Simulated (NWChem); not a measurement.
# CH3F3Si (SMILES F[SiH2]C(F)F): levels of theory compared

Wanted: a comparison of 3 runs (HF/STO-3G, HF/3-21G, B3LYP/6-31G*) of CH3F3Si. 

The results are computed with NWChem 7.3.0.

**1. Starting point**

CH3F3Si: 8 atoms, total charge 0, spin state singlet. As SMILES, `F[SiH2]C(F)F`. The coordinates come from a GFN2-xTB relaxation. This is one conformer, not always the lowest.

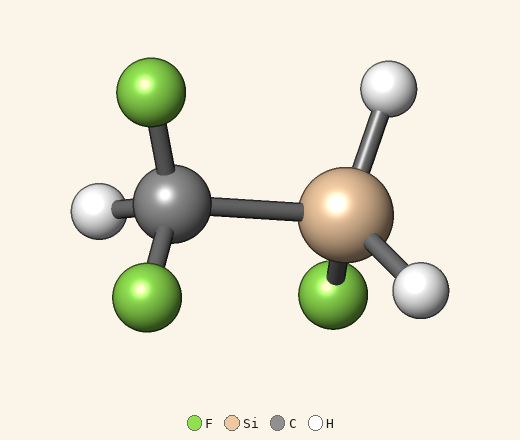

Viewed from a chosen angle; fluorine green, silicon light orange, carbon grey, hydrogen white.

**2. Energy and forces at HF/STO-3G (run 1)**

File run.py:

```python
from ase import Atoms
from ase.calculators.nwchem import NWChem

mol = Atoms(['F', 'Si', 'C', 'F', 'F', 'H', 'H', 'H'], positions=[
    [-1.462770, 0.847720, 1.164450],
    [-0.037300, 0.131090, 0.973010],
    [0.062000, -0.173540, -0.937110],
    [0.745100, -1.318570, -1.219960],
    [0.745820, 0.829330, -1.556980],
    [-0.119250, -1.148950, 1.648850],
    [0.978190, 1.084710, 1.371880],
    [-0.911790, -0.251790, -1.444130],
])

calc = NWChem(
    label='ch3f3si',
    theory='scf',
    memory='2200 mb',
    basis='STO-3G',
    basispar='spherical bse',
    scf={'nopen': '0', 'rhf': None, 'thresh': '1e-08', 'maxiter': '80'},
)
mol.calc = calc

forces = mol.get_forces()
e = mol.get_potential_energy()
print(f"E = {e:.6f} eV")
print("forces (eV/A):")
for s, f in zip(mol.symbols, forces):
    print(f"{s:2s} {f[0]:10.5f} {f[1]:10.5f} {f[2]:10.5f}")
print("dipole (e A):", mol.get_dipole_moment().round(4))
```

Command:

```bash
export ASE_NWCHEM_COMMAND="nwchem PREFIX.nwi > PREFIX.nwo"
python run.py
```

The log of the run:

```text
E = -16840.493070 eV
forces (eV/A):
F    -0.64756    0.37898    0.31943
Si   -0.34355   -0.12876   -0.45061
C    -0.14856    0.02761    0.88425
F     0.76156   -1.51320   -0.22914
F     0.74295    1.35672   -0.66016
H     0.56287    0.70577   -0.17797
H    -0.21062   -0.87690   -0.01928
H    -0.71703    0.04983    0.33342
dipole (e A): [ 0.0232 -0.0728  0.2806]
```

The calculator wrote ch3f3si.nwi:

```
title "ch3f3si"

permanent_dir ch3f3si

scratch_dir ch3f3si

start ch3f3si

geometry units angstrom nocenter noautosym noautoz
  F  -1.4627699999999999e+00 8.4772000000000003e-01 1.1644500000000000e+00
  Si -3.7300000000000000e-02 1.3109000000000001e-01 9.7301000000000004e-01
  C  6.2000000000000000e-02 -1.7354000000000000e-01 -9.3711000000000000e-01
  F  7.4509999999999998e-01 -1.3185700000000000e+00 -1.2199599999999999e+00
  F  7.4582000000000004e-01 8.2933000000000001e-01 -1.5569800000000000e+00
  H  -1.1924999999999999e-01 -1.1489499999999999e+00 1.6488499999999999e+00
  H  9.7819000000000000e-01 1.0847100000000001e+00 1.3718800000000000e+00
  H  -9.1178999999999999e-01 -2.5179000000000001e-01 -1.4441299999999999e+00
end

memory 2200 mb

basis spherical bse noprint
   * library STO-3G
end

scf
  nopen 0
  rhf
  thresh 1e-08
  maxiter 80
end

task scf gradient
```

ch3f3si.nwo (excerpt; [...] marks lines left out):

```text
[...]
      One-electron energy =  -1351.161176612696
[... 1 line left out ...]
 Nuclear repulsion energy =    243.060607683587
[... 40 lines left out ...]
                       ROHF Final Molecular Orbital Analysis
[... 208 lines left out ...]
     1   1 0 0      0.043809      0.000000      0.095053
[...]
  wavefunction    =   RHF
                         RHF ENERGY GRADIENTS
    atom               coordinates                        gradient
                 x          y          z           x          y          z
   1 F      -2.764234   1.601959   2.200491    0.012593  -0.007370  -0.006212
   2 Si     -0.070487   0.247724   1.838722    0.006681   0.002504   0.008763
   3 C       0.117163  -0.327943  -1.770881    0.002889  -0.000537  -0.017196
[... 4 lines of this table left out ...]
   8 H      -1.723033  -0.475814  -2.729010    0.013944  -0.000969  -0.006484
[...]
```

It took 2.9 s on 1 thread of AMD EPYC 9R14 (Zen 4), shared host; peak memory 0.099 GiB.

**3. Energy and gradient at HF/3-21G (run 2)**

File test.nw:

```
start test
memory 2200 mb

geometry units angstroms noautosym nocenter noautoz
F     -1.462770     0.847720     1.164450
Si    -0.037300     0.131090     0.973010
C      0.062000    -0.173540    -0.937110
F      0.745100    -1.318570    -1.219960
F      0.745820     0.829330    -1.556980
H     -0.119250    -1.148950     1.648850
H      0.978190     1.084710     1.371880
H     -0.911790    -0.251790    -1.444130
end

basis spherical bse
F library 3-21G
Si library 3-21G
C library 3-21G
H library 3-21G
end

scf
singlet
rhf
thresh 1e-08
maxiter 80
end

task scf gradient
```

Command:

```bash
nwchem test.nw > test.out
```

The log of the run:

```text
[...]
  functions       =    55
[...]
  wavefunction    = RHF
[...]
         Total SCF energy =   -623.536329537481
      One-electron energy =  -1351.823562178603
      Two-electron energy =    485.226624957534
 Nuclear repulsion energy =    243.060607683587
        Time for solution =      1.5s
[...]
                         RHF ENERGY GRADIENTS
    atom               coordinates                        gradient
                 x          y          z           x          y          z
   1 F      -2.764234   1.601959   2.200491    0.021816  -0.011423  -0.003753
   2 Si     -0.070487   0.247724   1.838722   -0.002702   0.003300   0.015786
   3 C       0.117163  -0.327943  -1.770881    0.028320   0.002331   0.007964
   4 F       1.408035  -2.491736  -2.305390   -0.011469   0.022956  -0.004545
   5 F       1.409395   1.567206  -2.942266   -0.010096  -0.023207   0.003660
   6 H      -0.225350  -2.171201   3.115875   -0.006045   0.007956  -0.004289
   7 H       1.848511   2.049805   2.592477   -0.010984  -0.000048  -0.002691
   8 H      -1.723033  -0.475814  -2.729010   -0.008841  -0.001865  -0.012132
[...]
```

It took 2.8 s on 1 thread of AMD EPYC 9R14 (Zen 4), shared host; peak memory 0.099 GiB.

**4. Energy and forces at B3LYP/6-31G(d) (Cartesian functions) (run 3)**

File nw.nw:

```
START nw
TITLE "CH3F3Si"
memory 2200 mb
GEOMETRY units angstroms noautosym nocenter noautoz
F    -1.462770    0.847720    1.164450
Si   -0.037300    0.131090    0.973010
C     0.062000   -0.173540   -0.937110
F     0.745100   -1.318570   -1.219960
F     0.745820    0.829330   -1.556980
H    -0.119250   -1.148950    1.648850
H     0.978190    1.084710    1.371880
H    -0.911790   -0.251790   -1.444130
END
BASIS cartesian
* library 6-31G*
END
DFT
xc b3lyp
grid xfine
convergence energy 1e-08
maxiter 100
mulliken
print low
END
TASK dft gradient
```

Command:

```bash
nwchem nw.nw > nw.out
```

The log of the run:

```text
[...]
 d= 0,ls=0.0,diis     1   -628.8226242669 -8.72D+02  2.01D-02  1.27D+00     2.4
[...]
 d= 0,ls=0.0,diis    10   -628.9563161983 -2.50D-09  2.48D-07  9.36D-10    20.2
         Total DFT energy =     -628.956316198349
      One electron energy =    -1356.664891317832
           Coulomb energy =      543.637651262586
    Exchange-Corr. energy =      -58.989683826690
 Nuclear repulsion energy =      243.060607683587
[...]
      Total Density - Mulliken Population Analysis
     ---------------------------------------------
    Atom       Charge   Shell Charges
 -----------   ------   -------------------------------------------------------
    1 F    9     9.38   1.99  0.95  3.32  0.94  2.11  0.07
    2 Si  14    13.31   2.00  1.99  5.96  1.05  1.73  0.17  0.21  0.20
    3 C    6     5.74   1.99  0.71  1.90  0.49  0.57  0.08
    4 F    9     9.29   1.99  0.95  3.31  0.97  2.01  0.06
    5 F    9     9.29   1.99  0.95  3.31  0.97  2.01  0.06
    6 H    1     1.07   0.52  0.55
    7 H    1     1.06   0.52  0.54
    8 H    1     0.86   0.54  0.32
[...]
                         DFT ENERGY GRADIENTS
    atom               coordinates                        gradient
                 x          y          z           x          y          z
   1 F      -2.764234   1.601959   2.200491    0.006944  -0.004536  -0.003013
   2 Si     -0.070487   0.247724   1.838722    0.014678  -0.003220   0.021352
   3 C       0.117163  -0.327943  -1.770881    0.003790   0.000802   0.000836
   4 F       1.408035  -2.491736  -2.305390   -0.005603   0.013792  -0.002743
   5 F       1.409395   1.567206  -2.942266   -0.003667  -0.013587   0.001473
   6 H      -0.225350  -2.171201   3.115875   -0.005347   0.010487  -0.008010
   7 H       1.848511   2.049805   2.592477   -0.012760  -0.003069  -0.005552
   8 H      -1.723033  -0.475814  -2.729010    0.001966  -0.000671  -0.004342
 Task  times  cpu:       25.2s     wall:       25.2s
 Total times  cpu:       25.3s     wall:       25.3s
```

It took 26 s on 1 thread of AMD EPYC 9R14 (Zen 4), shared host; peak memory 0.15 GiB.

**5. Overview of the runs**

| run | level | Cartesian functions | iteration cap | energy (Eh) | dipole moment (D) | HOMO energy (eV) | LUMO energy (eV) | wall time |
| --- | --- | --- | --- | --- | --- | --- | --- | --- |
| 1 | HF/STO-3G | no | 80 | -618.876710 | 1.40 | -8.96 | 11.61 | 2.9 s |
| 2 | HF/3-21G | no | 80 | -623.536330 | 1.71 | -12.48 | 3.56 | 2.8 s |
| 3 | B3LYP/6-31G* (Cartesian functions) | yes | 100 | -628.956316 | – | – | – | 26 s |

**6. Outcome**

| quantity | value |
| --- | --- |
| run 3: total energy | -628.95632 Eh |
| run 3: largest force on an atom | 1.343 eV/Å |

**Reading.** In run 1 the basis is minimal, so the values are rough. All runs together took 32 s, the longest 26 s.
